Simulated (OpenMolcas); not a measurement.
**C2HF2 (SMILES [CH]=C(F)F) at 6 levels**

We compute a comparison of 6 runs (UHF/3-21G, UB3LYP/6-31G*, U-revPBE/aug-cc-pVDZ, UBHLYP/aug-cc-pVDZ, UBLYP/aug-cc-pVDZ, UPBE/aug-cc-pVDZ) of C2HF2. 

The calculation is run with OpenMolcas 26.06.

1 further run of the same task is left out (set aside as unsound or not needed).

**1. The structure to begin with**

C2HF2: 5 atoms, total charge 0, spin state doublet. SMILES: `[CH]=C(F)F`. One bond was lengthened or shortened from a relaxed shape.

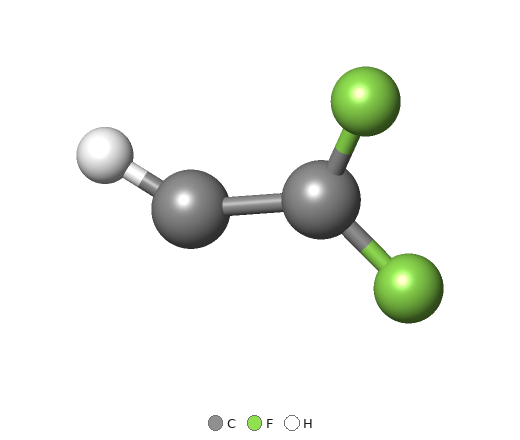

Viewed from a chosen angle; carbon grey, fluorine green, hydrogen white.

**2. A single-point energy at UHF/3-21G (run 1)**

Input file run.inp:

```
&GATEWAY
  BasLib=$CurrDir
  Coord
  5
  angstrom
  C       -0.056970       1.104523      -0.035825
  C        0.163600      -0.366100       0.124600
  F        1.043800      -0.911700       0.932500
  F       -0.492600      -1.313200      -0.520300
  H       -0.665370       1.796323      -0.584325
  Basis=3-21G
  Group=NoSym

&SEWARD

&SCF
  UHF
  Spin=2
  Thresholds=1e-10 1e-07 1e-07 1e-05
  PrOrbitals=1 1
```

The basis set 3-21G is read from a file made from the Basis Set Exchange's data (not shown).

On the command line:

```console
$ export MOLCAS_MEM=1860
$ pymolcas run.inp > run.log
```

The program printed:

```text
--- Start Module: gateway ---
[...]
--- Stop Module: gateway /rc=_RC_ALL_IS_WELL_ ---
--- Start Module: seward ---
[...]
      Basis functions           38
--- Stop Module: seward /rc=_RC_ALL_IS_WELL_ ---
--- Start Module: scf ---
[...]
       Convergence after  24 Iterations
[...]
::    Total SCF energy                               -273.5689323435
[...]
      Total spin, S                                     0.7519634805
[...]
      Total electronic charge=   31.000000
      Total            charge=   -0.000000
[...]
      Dipole Moment (debye):
      Origin of the operator (angstrom)=    0.1759   -0.5015    0.1319
                   X= -6.8988E-01               Y=  1.7996E+00               Z= -5.9002E-01           Total=  2.0156E+00
      Quadrupole Moment (debye*angstrom):
[...]
--- Stop Module: scf /rc=_RC_ALL_IS_WELL_ ---
[...]
```

Run time: 1.9 s. Hardware: 1 thread of Arm Neoverse V2, shared host; peak memory 0.37 GiB.

**3. A single-point energy at UB3LYP/6-31G(d) (spherical functions) (run 2)**

Input file mol.inp:

```
&GATEWAY
BasLib
$CurrDir
Coord
5
bohr
C     -0.10765770     2.08724597    -0.06769944
C      0.30915919    -0.69182873     0.23545988
F      1.97249613    -1.72286331     1.76216961
F     -0.93087909    -2.48158835    -0.98322450
H     -1.25736707     3.39455850    -1.10421422
Basis
6-31Gs
Group
NoSym
&SEWARD
GridInput
Grid=UltraFine
End of Grid
&SCF
UHF
Spin
2
KSDFT
B3LYP
Thresholds
1e-10 1e-07 1e-07 1e-05
PrOrbitals
1 1
```

The basis set 6-31G* is read from a file made from the Basis Set Exchange's data (not shown).

On the command line:

```console
$ export MOLCAS_MEM=1860
$ pymolcas mol.inp > mol.log
```

The program printed:

```text
--- Start Module: gateway ---
[...]
--- Stop Module: gateway /rc=_RC_ALL_IS_WELL_ ---
--- Start Module: seward ---
[...]
      Basis functions           58
--- Stop Module: seward /rc=_RC_ALL_IS_WELL_ ---
--- Start Module: scf ---
[...]
       Convergence after  17 Iterations
[...]
::    Total KS-DFT energy                            -276.3282257837
[...]
      Total spin, S                                     0.5169175406
[...]
      Total electronic charge=   31.000000
      Total            charge=   -0.000000
[...]
      Dipole Moment (debye):
      Origin of the operator (angstrom)=    0.1759   -0.5015    0.1319
                   X= -5.0142E-01               Y=  5.3426E-01               Z= -4.5321E-01           Total=  8.6154E-01
      Quadrupole Moment (debye*angstrom):
[...]
--- Stop Module: scf /rc=_RC_ALL_IS_WELL_ ---
[...]
```

Wall time 15 s (1 thread of Arm Neoverse V2, shared host); peak memory 0.39 GiB.

Runs 3 to 5 aren't shown in full; the table further down has their settings and results.

**4. A single-point energy at UPBE/aug-cc-pVDZ (run 6)**

Input file job.input:

```
* C2HF2 Kohn-Sham DFT

&GATEWAY
 BASLIB=$CurrDir
 COORD
 5
 angstrom
 C       -0.056970       1.104523      -0.035825
 C        0.163600      -0.366100       0.124600
 F        1.043800      -0.911700       0.932500
 F       -0.492600      -1.313200      -0.520300
 H       -0.665370       1.796323      -0.584325
 BASIS=aug-cc-pVDZ
 GROUP=NoSym

&SEWARD
 GRIDINPUT
 Grid=UltraFine
 End of Grid

&SCF
 UHF
 SPIN=2
 KSDFT=PBE
 THRESHOLDS=1e-10 1e-07 1e-07 1e-05
 PRORBITALS=1 1
```

The basis set aug-cc-pVDZ is read from a file made from the Basis Set Exchange's data (not shown).

On the command line:

```console
$ export MOLCAS_MEM=1860
$ pymolcas job.input > job.log
```

The program printed:

```text
--- Start Module: gateway ---
[...]
--- Stop Module: gateway /rc=_RC_ALL_IS_WELL_ ---
--- Start Module: seward ---
[...]
      Basis functions          101
--- Stop Module: seward /rc=_RC_ALL_IS_WELL_ ---
[...]
--- Start Module: scf ---
[...]
       Convergence after  18 Iterations
[...]
::    Total KS-DFT energy                            -276.1022041164
[...]
      Total spin, S                                     0.5090669580
[...]
      Total electronic charge=   31.000000
      Total            charge=   -0.000000
[...]
      Dipole Moment (debye):
      Origin of the operator (angstrom)=    0.1759   -0.5015    0.1319
                   X= -4.8983E-01               Y=  5.2455E-01               Z= -4.4264E-01           Total=  8.4322E-01
      Quadrupole Moment (debye*angstrom):
[...]
--- Stop Module: scf /rc=_RC_ALL_IS_WELL_ ---
[...]
```

Wall time 44 s (1 thread of Arm Neoverse V2, shared host); peak memory 0.57 GiB.

**5. Overview of the runs**

| run | level | integration grid | energy (Eh) | dipole moment (D) | HOMO energy (eV) | LUMO energy (eV) | wall time |
| --- | --- | --- | --- | --- | --- | --- | --- |
| 1 | UHF/3-21G | – | -273.568932 | 2.02 | -10.44 | 2.70 | 1.9 s |
| 2 | UB3LYP/6-31G* (spherical functions) | UltraFine | -276.328226 | 0.86 | -6.42 | -2.79 | 15 s |
| 3 | U-revPBE/aug-cc-pVDZ | UltraFine | -276.303182 | 0.82 | -5.89 | -4.03 | 46 s |
| 4 | UBHLYP/aug-cc-pVDZ | UltraFine | -276.253150 | 1.22 | -8.29 | -1.89 | 49 s |
| 5 | UBLYP/aug-cc-pVDZ | UltraFine | -276.343933 | 0.87 | -5.88 | -4.30 | 43 s |
| 6 | UPBE/aug-cc-pVDZ | UltraFine | -276.102204 | 0.84 | -5.96 | -4.21 | 44 s |

**6. What came out**

| quantity | value |
| --- | --- |
| run 6: total energy | -276.10220 Eh |
| run 6: dipole moment | 0.84 D |
| run 6: HOMO energy (highest over α and β) | -5.96 eV |
| run 6: LUMO energy (lowest over α and β) | -4.21 eV |
| run 6: ⟨S²⟩ | 0.768 |

What this shows: The dipole moment (its size) runs from 0.82 D (U-revPBE/aug-cc-pVDZ) to 2.02 D (UHF/3-21G). The two ends differ in method and basis. Totals of different functionals can't be ranked against each other. Spin contamination of the reference: run 1 ⟨S²⟩ = 1.32, run 4 ⟨S²⟩ = 0.87. All runs together took 3.3 min, the longest 49 s.
